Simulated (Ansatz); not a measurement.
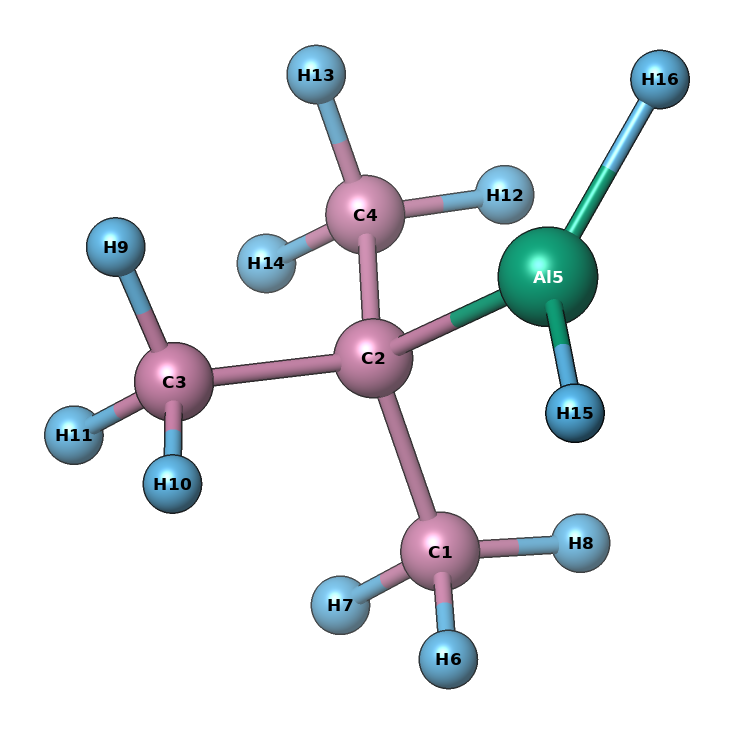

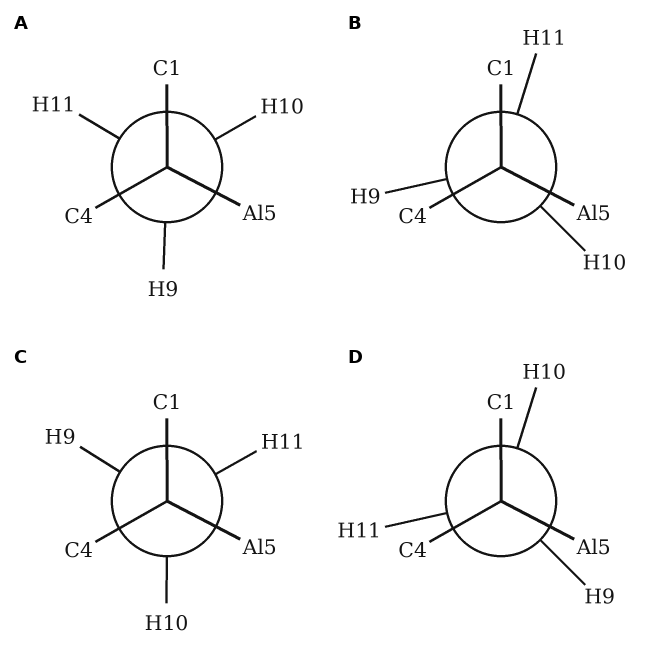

Atoms fade into the background with distance from the viewer. Bonds that would overlap in a projection are set slightly apart. The computed geometry is a stationary point of PBE0-D4/def2-TZVP, a saddle point of order 1.

**Which Newman projection shows the view along C2–C3, with C2 in front?**

A. The torsion angle Al5–C2–C3–H9 is 64°, synclinal (gauche).
